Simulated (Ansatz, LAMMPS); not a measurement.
**Rapidly quenched Fe77P23 (at. %) (66 atoms): support functions against a reference**

Wanted: errors and times of a linear-scaling basis for rapidly quenched Fe77P23 (at. %) (66 atoms). A setting counts as converged where the r.m.s. difference of forces stays under 1 % of the r.m.s. force.

Method: Kohn-Sham DFT, PBE, PAW (set soft_2), plane waves, in Ansatz 0.2.0.

**1. The structure**

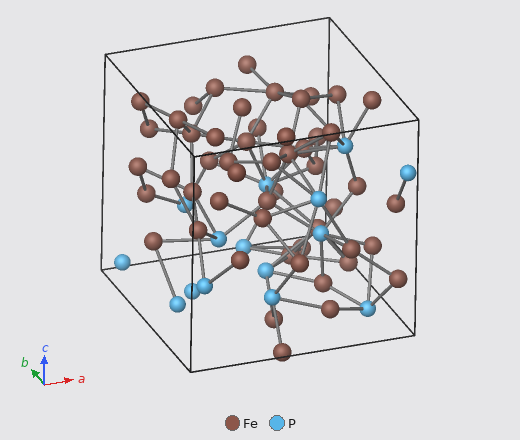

The starting structure, seen slightly off an axis (iron brown, phosphorus blue). Bonds to atoms that aren't drawn are left out. Some periodic images of atoms are drawn too.

The cell holds 66 atoms: 51 Fe and 15 P. Cell: a = 9.652 Å, b = 9.652 Å, c = 9.652 Å, α = 90.0°, β = 90.0°, γ = 90.0°. 66 atoms (51 Fe, 15 P) placed at random at 5.78 g/cm³, melted at 2200 K for 10 ps at fixed volume with the EAM Fe-P potential (Ackland et al., J. Phys.: Condens. Matter 16, S2629 (2004)). Quenched from 2200 K to 300 K at 30 K/ps and zero pressure, held 5 ps.

Before any run, some limits are plain. The quench rate of 30 K/ps is many orders above laboratory rates, so the cell is likely richer in defects and strain than a real sample. The starting topology of bonds comes from the classical model, and needn't be the one that DFT or experiment would give.

**2. Making the structure**

A classical potential makes the cell, at a small fraction of what the same run would cost in DFT.

This step: classical MD, EAM Fe-P potential (Ackland et al., J. Phys.: Condens. Matter 16, S2629 (2004)) (LAMMPS 22 Jul 2025 - Update 4).

Contents of in.lmp:

```
# melt-quench of Fe51P15
units metal
atom_style atomic
boundary p p p
region box block 0 9.8358 0 9.8358 0 9.8358
create_box 2 box
mass 1 55.8450   # Fe
mass 2 30.9738   # P
create_atoms 1 random 51 316546 NULL overlap 1.75 maxtry 2000
create_atoms 2 random 15 316553 NULL overlap 1.75 maxtry 2000
pair_style eam/fs
pair_coeff * * FeP_mm.eam.fs Fe P
neigh_modify delay 0 every 1 check yes
thermo_style custom step time temp pe press density
thermo_modify norm yes
timestep 0.002
thermo 100
min_style cg
minimize 1e-4 1e-4 200 2000
reset_timestep 0
velocity all create 2200 316547 mom yes dist gaussian
fix lim all nve/limit 0.05
fix lan all langevin 2200 2200 0.2 316548 zero yes
thermo 500
run 1000 post no
unfix lim
unfix lan
thermo 833
fix md all nvt temp 2200 2200 0.2
run 5000 post no
unfix md
thermo 3166
fix md all npt temp 2200 300 0.2 iso 0 0 2
run 31667 post no
unfix md
thermo 1250
fix md all npt temp 300 300 0.2 iso 0 0 2
run 2500 post no
unfix md
write_dump all custom glass.dump id type xs ys zs modify sort id
```

Started as:

```
$ lmp -in in.lmp -log none -nocite
```

Numbers of over 12 decimals in the logs are rounded to 6 here.

Log:

```text
LAMMPS (22 Jul 2025 - Update 4)
Created orthogonal box = (0 0 0) to (9.8358 9.8358 9.8358)
Created 51 atoms
Created 15 atoms
   Step          Time           Temp          PotEng         Press         Density
         0   0              0             -1.3264533      555104.36      5.7813374
        64   0.128          0             -3.3081633     -55330.045      5.7813374
Loop time of 0.00833413 s on 1 MPI rank(s) for 64 steps with 66 atoms
Minimization stats:
  Stopping criterion = energy tolerance
  Energy initial, next-to-last, final =
     -1.32645329771605  -3.30784029584486  -3.30816334718886
  Force two-norm initial, final = 93.048363 0.67083092
  Iterations, force evaluations = 64 90
   Step          Time           Temp          PotEng         Press         Density
         0   0              2200          -3.3081633     -34581.354      5.7813374
       500   1              1966.1173     -3.0430889      30443.842      5.7813374
[... 5 lines left out ...]
      2499   4.998          2547.8859     -3.0209704      15883.243      5.7813374
      3332   6.664          2039.971      -3.066272       14593.765      5.7813374
      4165   8.33           2584.0393     -3.0606409      66179.948      5.7813374
      4998   9.996          2457.6554     -3.0625908      55795.673      5.7813374
      5831   11.662         2289.1026     -3.0226211      27522.046      5.7813374
[... 1 line left out ...]
Loop time of 0.369519 s on 1 MPI rank(s) for 5000 steps with 66 atoms
   Step          Time           Temp          PotEng         Press         Density
[... 12 lines left out ...]
Loop time of 2.43063 s on 1 MPI rank(s) for 31667 steps with 66 atoms
   Step          Time           Temp          PotEng         Press         Density
     37667   75.334         337.88324     -3.4258764      6540.243       6.1278321
     38750   77.5           303.29713     -3.4334249      8401.1067      6.1912014
     40000   80             307.16416     -3.4269974     -7479.3067      6.1049395
     40167   80.334         286.08376     -3.4125374     -5846.2237      6.1180899
Loop time of 0.199008 s on 1 MPI rank(s) for 2500 steps with 66 atoms
```

It took 3.2 s on 1 thread of Arm Neoverse V2, shared host; peak memory 0.071 GiB.

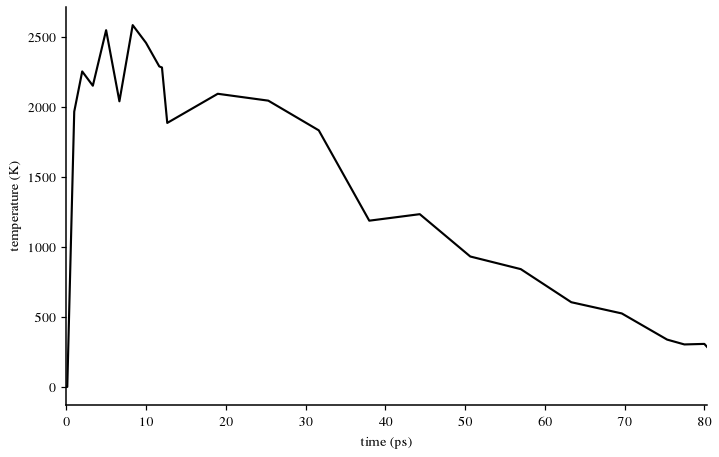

Temperature against time.

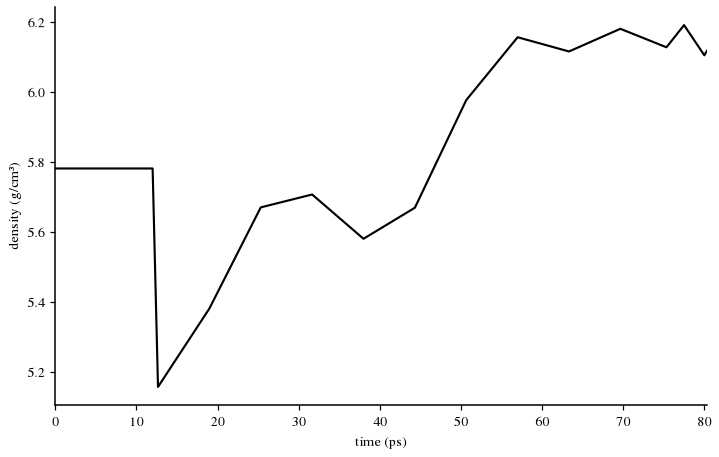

Density against time.

**3. Plane-wave single point**

The first run uses the default basis; a harder plane-wave run follows as the reference for the support functions.

Contents of input.yaml:

```yaml
crystal:
  lattice:
    - [9.65192, 0.0, 0.0]
    - [0.0, 9.65192, 0.0]
    - [0.0, 0.0, 9.65192]
  atoms:
    - { symbol: Fe, position: [0.22262, 0.02432, 0.47145], spin: 2.2 }
    - { symbol: Fe, position: [0.72899, 0.3521, 0.12246], spin: 2.2 }
    - { symbol: Fe, position: [0.06449, 0.76246, 0.88377], spin: 2.2 }
    - { symbol: Fe, position: [0.63104, 0.86402, 0.6168], spin: 2.2 }
    - { symbol: Fe, position: [0.42579, 0.04202, 0.00023], spin: 2.2 }
    - { symbol: Fe, position: [0.15818, 0.3337, 0.47381], spin: 2.2 }
    - { symbol: Fe, position: [0.21853, 0.55058, 0.53864], spin: 2.2 }
    - { symbol: Fe, position: [0.72508, 0.57894, 0.63958], spin: 2.2 }
    - { symbol: Fe, position: [0.01725, 0.6604, 0.6382], spin: 2.2 }
    - { symbol: Fe, position: [0.9356, 0.35854, 0.93261], spin: 2.2 }
    - { symbol: Fe, position: [0.64996, 0.0745, 0.14703], spin: 2.2 }
    - { symbol: Fe, position: [0.39294, 0.98896, 0.69986], spin: 2.2 }
    - { symbol: Fe, position: [0.83659, 0.72121, 0.47262], spin: 2.2 }
    - { symbol: Fe, position: [0.20056, 0.02404, 0.88054], spin: 2.2 }
    - { symbol: Fe, position: [0.42886, 0.2038, 0.8065], spin: 2.2 }
    - { symbol: Fe, position: [0.41739, 0.81286, 0.86278], spin: 2.2 }
    - { symbol: Fe, position: [0.65251, 0.73287, 0.84106], spin: 2.2 }
    - { symbol: Fe, position: [0.48923, 0.02303, 0.41093], spin: 2.2 }
    - { symbol: Fe, position: [0.10535, 0.77833, 0.44234], spin: 2.2 }
    - { symbol: Fe, position: [0.05022, 0.55714, 0.33506], spin: 2.2 }
    - { symbol: Fe, position: [0.93374, 0.03195, 0.25863], spin: 2.2 }
    - { symbol: Fe, position: [0.70033, 0.22311, 0.88706], spin: 2.2 }
    - { symbol: Fe, position: [0.2096, 0.28759, 0.91846], spin: 2.2 }
    - { symbol: Fe, position: [0.57245, 0.37444, 0.7372], spin: 2.2 }
    - { symbol: Fe, position: [0.90892, 0.44002, 0.49993], spin: 2.2 }
    - { symbol: Fe, position: [0.62751, 0.97978, 0.85515], spin: 2.2 }
    - { symbol: Fe, position: [0.15475, 0.8829, 0.68482], spin: 2.2 }
    - { symbol: Fe, position: [0.88028, 0.60678, 0.85033], spin: 2.2 }
    - { symbol: Fe, position: [0.48614, 0.62728, 0.68975], spin: 2.2 }
    - { symbol: Fe, position: [0.38892, 0.79214, 0.53919], spin: 2.2 }
    - { symbol: Fe, position: [0.06615, 0.41539, 0.68914], spin: 2.2 }
    - { symbol: Fe, position: [0.39553, 0.20954, 0.54852], spin: 2.2 }
    - { symbol: Fe, position: [0.25435, 0.66191, 0.7504], spin: 2.2 }
    - { symbol: Fe, position: [0.7112, 0.86486, 0.30741], spin: 2.2 }
    - { symbol: Fe, position: [0.67533, 0.49918, 0.91624], spin: 2.2 }
    - { symbol: Fe, position: [0.49199, 0.30345, 0.0194], spin: 2.2 }
    - { symbol: Fe, position: [0.9292, 0.30738, 0.28253], spin: 2.2 }
    - { symbol: Fe, position: [0.98165, 0.18833, 0.5255], spin: 2.2 }
    - { symbol: Fe, position: [0.92836, 0.93394, 0.49043], spin: 2.2 }
    - { symbol: Fe, position: [0.13763, 0.5252, 0.89971], spin: 2.2 }
    - { symbol: Fe, position: [0.74654, 0.0912, 0.40018], spin: 2.2 }
    - { symbol: Fe, position: [0.92419, 0.55642, 0.08818], spin: 2.2 }
    - { symbol: Fe, position: [0.71581, 0.68394, 0.09578], spin: 2.2 }
    - { symbol: Fe, position: [0.50525, 0.43197, 0.50465], spin: 2.2 }
    - { symbol: Fe, position: [0.32044, 0.41234, 0.72568], spin: 2.2 }
    - { symbol: Fe, position: [0.85506, 0.83601, 0.73686], spin: 2.2 }
    - { symbol: Fe, position: [0.93935, 0.76546, 0.24049], spin: 2.2 }
    - { symbol: Fe, position: [0.77851, 0.54384, 0.27787], spin: 2.2 }
    - { symbol: Fe, position: [0.18826, 0.18216, 0.67549], spin: 2.2 }
    - { symbol: Fe, position: [0.84249, 0.87192, 0.01918], spin: 2.2 }
    - { symbol: Fe, position: [0.42021, 0.51755, 0.91159], spin: 2.2 }
    - { symbol: P, position: [0.05864, 0.91347, 0.06695] }
    - { symbol: P, position: [0.30811, 0.84916, 0.32206] }
    - { symbol: P, position: [0.10258, 0.40746, 0.10471] }
    - { symbol: P, position: [0.57638, 0.85655, 0.07624] }
    - { symbol: P, position: [0.12233, 0.1612, 0.30309] }
    - { symbol: P, position: [0.59903, 0.67158, 0.4491] }
    - { symbol: P, position: [0.4206, 0.15085, 0.20434] }
    - { symbol: P, position: [0.54045, 0.52012, 0.13247] }
    - { symbol: P, position: [0.8256, 0.37617, 0.7309] }
    - { symbol: P, position: [0.60501, 0.11403, 0.64647] }
    - { symbol: P, position: [0.97758, 0.05162, 0.73318] }
    - { symbol: P, position: [0.70631, 0.33047, 0.36666] }
    - { symbol: P, position: [0.27495, 0.67106, 0.01041] }
    - { symbol: P, position: [0.8557, 0.16809, 0.0693] }
    - { symbol: P, position: [0.30872, 0.47483, 0.34004] }
magnetization:
  spin_polarized: true
kpoints:
  mp_grid: { grid: [2, 2, 2] }
hamiltonian:
  xc: pbe
scf:
  occupations: { method: methfessel_paxton, width: 0.15 }
  lower_state_search: "off"
output:
  forces: true
  stress: true
  populations: true
  dos:
    method: { smearing: { sigma: 0.1 } }
    de: 0.1
    projected: { site_lists: { Fe: [Fe], P: [P] } }
  eigenvalues: true
  write_density: true
  write_potential: true
  volumetric_format: npy
  elf: true
```

Started as:

```
$ ansatz run input.yaml --threads 8 --pin off --max-ram 15872MiB --backend cpu --events-out ev --progress --plain --runs-dir out
```

Log:

```text
Engine: ansatz 0.2.0, aarch64-unknown-linux-gnu
Pseudopotentials: kind: paw
Pseudopotential: Fe, paw, valence charge 16, recommended cutoff 420 eV (normal), Fe.paw.azcp
Pseudopotential: P, paw, valence charge 5, recommended cutoff 420 eV (normal), P.paw.azcp
[... 5 lines on functional and potentials left out ...]
Crystal: 66 atoms, lattice volume = 899.169 Å³
Basis set: ecut = 420 eV, 17557 PW (Γ), exchange–correlation on 144×144×144 points (8 copies of the dense FFT grid, shifted against one another)
Bands: 602, of which v1, the nominal top of the filled ones, is band 446 counted from 1 (445 counted from 0)
Symmetry: 1 space group operations
Space group: P1 (ITA 1), of the structure as read, at distance tolerance 9.7e-5 Å
Magnetic group: BNS 1.1 (UNI 1), of the structure as read, at distance tolerance 9.7e-5 Å
k-points: 8
[... 5 lines on functional and potentials left out ...]
Initial density: superposition of atomic densities (chi_scale 0.1, normalization cell)
Starting moments: Σ|m| = 112.2 μB on 51 of 66 sites
Initial wavefunctions: pseudopotential atomic-orbital guess
Functional: x = pbe(κ = 0.804, μ = 0.219515), c = pbe(β = 0.066725)
SCF iter   1: F=—  HF=-239850.195479 eV  |F-HF|=—  |Δ(HF+E_count)|=         —  Δρ=6.88e-2 (↑3.58e-2 ↓6.88e-2)  dr2=3.86e2  dr2_m=7.38e0  M=102.023 μB ∫|m|=106.450 μB  β_m=0.30  ethr=3.10e-3  ⟨swp⟩=5.8  Hψ=35084  notcnv=0  defer=80
preconditioner: auto → Kerker (q_TF=auto, 2.724 Å⁻¹)  [metal: Δε(μ)=0.005 eV  Ē_g=6.555 eV  σ=0.150 eV  W_gap=0.03  n_scr=304 (ndim 8)  ℏωp=27.2 eV  f_vac=0.005  D(μ)=71.80/eV (n_scr^D=846)]
spin=Collinear: Kerker preconditioning applied to the charge; magnetization (m = ρ↑ − ρ↓) channel mixes plain (no charge-response kernel on spin).
SCF iter   2: F=—  HF=-239849.126730 eV  |F-HF|=—  |Δ(HF+E_count)|=    1.07e0  S|Δr|=    0.00e0  Δρ=9.86e-2 (↑8.47e-2 ↓9.86e-2)  dr2=3.42e2  dr2_m=8.72e0  M=91.784 μB ∫|m|=96.652 μB  β_m=0.30  ethr=3.10e-3  ⟨swp⟩=3.0  Hψ=16654  notcnv=0  defer=1444
SCF iter   3: F=—  HF=-239844.053674 eV  |F-HF|=—  |Δ(HF+E_count)|=    5.07e0  S|Δr|=    0.00e0  Δρ=7.74e-2 (↑3.98e-2 ↓7.74e-2)  dr2=3.27e2  dr2_m=5.00e0  M=101.283 μB ∫|m|=107.192 μB  β_m=0.30  ethr=3.10e-3  ⟨swp⟩=3.3  Hψ=26078  notcnv=0  defer=1430
SCF iter   4: F=—  HF=-239833.704357 eV  |F-HF|=—  |Δ(HF+E_count)|=    1.03e1  S|Δr|=    0.00e0  Δρ=4.45e-2 (↑2.76e-2 ↓4.45e-2)  dr2=7.15e1  dr2_m=2.73e0  M=102.830 μB ∫|m|=109.068 μB  β_m=0.30  ethr=3.10e-3  ⟨swp⟩=3.7  Hψ=20585  notcnv=0  defer=1429
SCF iter   5: F=—  HF=-239832.756646 eV  |F-HF|=—  |Δ(HF+E_count)|=   9.48e-1  S|Δr|=    0.00e0  Δρ=4.58e-2 (↑2.87e-2 ↓4.58e-2)  dr2=5.59e1  dr2_m=2.41e0  M=102.983 μB ∫|m|=109.594 μB  β_m=0.30  ethr=3.10e-3  ⟨swp⟩=2.9  Hψ=17091  notcnv=0  defer=1396
SCF iter   6: F=—  HF=-239830.919044 eV  |F-HF|=—  |Δ(HF+E_count)|=    1.84e0  S|Δr|=    0.00e0  Δρ=1.71e-2 (↑1.71e-2 ↓1.69e-2)  dr2=4.56e0  dr2_m=1.67e0  M=105.195 μB ∫|m|=112.100 μB  β_m=0.30  ethr=3.10e-3  ⟨swp⟩=3.2  Hψ=11027  notcnv=0  defer=1396
SCF iter   7: F=—  HF=-239831.113689 eV  |F-HF|=—  |Δ(HF+E_count)|=   1.95e-1  S|Δr|=    0.00e0  Δρ=1.70e-2 (↑1.55e-2 ↓1.70e-2)  dr2=5.28e0  dr2_m=1.33e0  M=105.864 μB ∫|m|=113.145 μB  β_m=0.30  ethr=5.12e-4  ⟨swp⟩=2.4  Hψ=10930  notcnv=0  defer=1399
SCF iter   8: F=—  HF=-239831.007923 eV  |F-HF|=—  |Δ(HF+E_count)|=   1.06e-1  S|Δr|=    0.00e0  Δρ=1.34e-2 (↑1.34e-2 ↓1.31e-2)  dr2=3.64e0  dr2_m=9.08e-1  M=106.476 μB ∫|m|=114.089 μB  β_m=0.30  ethr=5.12e-4  ⟨swp⟩=2.6  Hψ=13567  notcnv=0  defer=1399
SCF iter   9: F=—  HF=-239831.053367 eV  |F-HF|=—  |Δ(HF+E_count)|=   4.54e-2  S|Δr|=    0.00e0  Δρ=1.04e-2 (↑1.04e-2 ↓1.01e-2)  dr2=5.65e-1  dr2_m=7.67e-1  M=107.279 μB ∫|m|=115.146 μB  β_m=0.30  ethr=4.08e-4  ⟨swp⟩=2.1  Hψ=10372  notcnv=0  defer=1396
[...]
SCF iter  39: F=—  HF=-239831.402818 eV  |F-HF|=—  |Δ(HF+E_count)|=   3.05e-8  S|Δr|=    0.00e0  Δρ=6.61e-6 (↑2.85e-6 ↓6.61e-6)  dr2=9.55e-7  dr2_m=5.04e-8  M=112.164 μB ∫|m|=121.244 μB  β_m=0.27  ethr=2.84e-11  ⟨swp⟩=2.0  Hψ=13236  notcnv=0  defer=1395  recentre
SCF iter  40: F=—  HF=-239831.402818 eV  |F-HF|=—  |Δ(HF+E_count)|=   2.88e-8  S|Δr|=    0.00e0  Δρ=2.94e-6 (↑2.94e-6 ↓2.65e-6)  dr2=2.25e-7  dr2_m=2.73e-8  M=112.164 μB ∫|m|=121.245 μB  β_m=0.28  ethr=2.84e-11  ⟨swp⟩=2.0  Hψ=11144  notcnv=0  defer=1395
SCF iter  41: F=-239831.402818 eV  HF=-239831.402818 eV  |F-HF|=8.45e-8  |Δ(HF+E_count)|=  1.16e-10  S|Δr|=    0.00e0  Δρ=2.41e-6 (↑1.48e-6 ↓2.41e-6)  dr2=9.24e-8  dr2_m=1.70e-8  M=112.164 μB ∫|m|=121.245 μB  ethr=1.12e-11  ⟨swp⟩=13.9  Hψ=67005  notcnv=0
SCF 1 converged in 41 iterations: F = -239831.402818 eV  dr2 = 9.24e-8
[...]
this state was not tested for a lower state beside it, because cold or Methfessel-Paxton smearing, or corrected tetrahedra, fill the levels in a way that the test cannot read (fill_not_monotonic; see scf.lower_state_search)
SCF converged after 41 iterations
Magnetization: 112.1639 μB (501.5819 up, 389.4181 down)
Absolute magnetization: 121.2569 μB (∫|ρ↑−ρ↓|, with the PAW one-centre terms)
Spin contamination: 2.8787 ħ² per cell (⟨S²⟩ above its minimum at these occupations)
Per-site moments (μB) at R_I (Å): [(2.271732, 0.951711), (1.864226, 0.914349), (1.983904, 0.945477), (2.526063, 1.007722), (2.016430, 0.921178), (1.920767, [...]
Free energy (F): -239831.402818 eV
Harris-Foulkes:  -239831.402818 eV  (|F-HF|=8.45e-8)
Internal energy: -239831.413191 eV  (E = F + TS)
E sigma→0 (E₀):  -239831.405411 eV
Entropy (-TS):   0.010373 eV (0.157 meV/atom)
Fermi energy:    14.208126 eV
Step filling:    the computed levels leave a gap of 0.0000 eV = 0.0 smearing widths at the electron count; against every level under it full and every level over it empty, smearing changes F+E_penalty+E_count by +2.786 meV and its σ→0 estimate by +0.192 meV
--- Per-component energies (eV) ---
  E_band       = -13843.178352
  E_kinetic    = 18899.239464
  E_local      = -168996.870553  (includes V_loc(G=0)·N_el)
  E_nonlocal   = 11709.787369
  E_hartree    = 74289.919773
  E_xc         = -6904.358268
  E_vxc        = -8613.428910  (∫ρ·V_xc dr)
  E_paw        = -78261.468547  (= ΣΔE_a)
  E_vpaw       = -15421.784391  (= ΣTr[D̂ρ^β])
  E_aug_tail   = 0.043897  (compensation charges beyond the density's cutoff)
  E_ewald      = -90567.706326
  E_smearing   = 0.010373  (= −TS)
  E_closure    = -0.000000  (closes the sum)
  Σ components = -239831.402818   (vs F -239831.402818, Δ=0.00e0)
--- Forces (eV/Å), atoms counted from 1 ---
  atom   1  Fe    -0.16306081    -0.17780182    -0.38810607
  atom   2  Fe    -0.71699591     0.64103469     0.53833795
  atom   3  Fe     0.03995925     0.70447572     1.20038590
  atom   4  Fe    -0.16129958    -0.24363286    -0.76277852
  atom   5  Fe     0.05440827    -0.27912173    -0.05306957
  atom   6  Fe     1.03983386    -0.62945415    -1.22653497
  atom   7  Fe     1.08744665     1.19666450    -0.63496366
  atom   8  Fe     0.18934155    -0.31774477     0.31771008
  atom   9  Fe    -0.44099106     0.18776121    -0.19423362
  atom  10  Fe    -0.30996706    -0.78176885     0.40458667
  atom  11  Fe    -0.15657512     0.10242993     0.10286549
  atom  12  Fe     0.14617892     0.12355992    -0.89427031
  atom  13  Fe     0.01377617    -1.09914001    -0.29420743
  atom  14  Fe    -0.20802067    -0.00879513     0.45709741
[...]
atom  65  P      0.16777133    -0.14757522    -0.09628543
  atom  66  P     -0.33425105    -0.36948838     0.62116531
  max |Σ_I F_I| component: 5.58e-5 eV/Å
--- Stress (GPa, compression-positive) ---
       -5.921339       0.357960       0.690031
        0.357960      -2.096079      -0.368658
        0.690031      -0.368657      -6.474658
  P = ⅓ Tr σ = -4.8307 GPa (-48.307 kbar)
--- Band table (eV; the first three rows and the last of 16) ---
  k-point 0 ↑: bands = ["-74.2729", "-74.2089", "-74.1856", "-74.1634", [... 586 levels ...], "22.0812", "22.1169", "22.1666", "22.2569", "22.3022", "22.4383", "22.5013", "22.5313", "22.5962", "22.6537", "22.7352", "22.7803"]
[...]
--- Löwdin populations: 66 sites ---
  site symbol       q [e]    m [muB]
     0     Fe     15.6490     2.3346
     1     Fe     15.6765     1.9505
     2     Fe     15.7147     2.0408
[...]
65      P      5.3037    -0.2978
  spilling = 0.012191 (of n_electrons = 891.000000)
```

It took 7.7 min on 8 threads of Arm Neoverse V2, shared host; peak memory 11 GiB.

Reading the cycles: dr2 is the Hartree energy of the density residual (eV), the measure of convergence; HF is the Harris–Foulkes estimate of the energy, which meets the free energy F at convergence.

The program notes that it cut back its work space to fit the memory limit and the stability of the SCF solution was not settled.

The run gave:

- free energy: -239831.4028 eV
- free energy per atom: -3633.8091 eV/atom
- SCF cycles: 41
- pressure: -4.831 GPa
- r.m.s. force component: 0.6054 eV/Å
- longest force: 2.184 eV/Å
- Fermi energy: 14.21 eV
- levels partly filled by over 2 per cent: 122
- total moment: 112.2 μB
- absolute moment: 121.3 μB
- spilling of the projection: 0.01219

The r.m.s. force component of 0.61 eV/Å sets the scale for the differences below.

(Part 1 of 3 ends here.)

[Logs are printed without paths, hosts, clocks, repeated set-up lines and the standing remarks that a program may print on its own settings, such as how far it seeks lower states.]

[Hosts, paths, dates, database ids (printed as entryN), source tags and the programs' standing remarks are cut or masked in the printed files.]
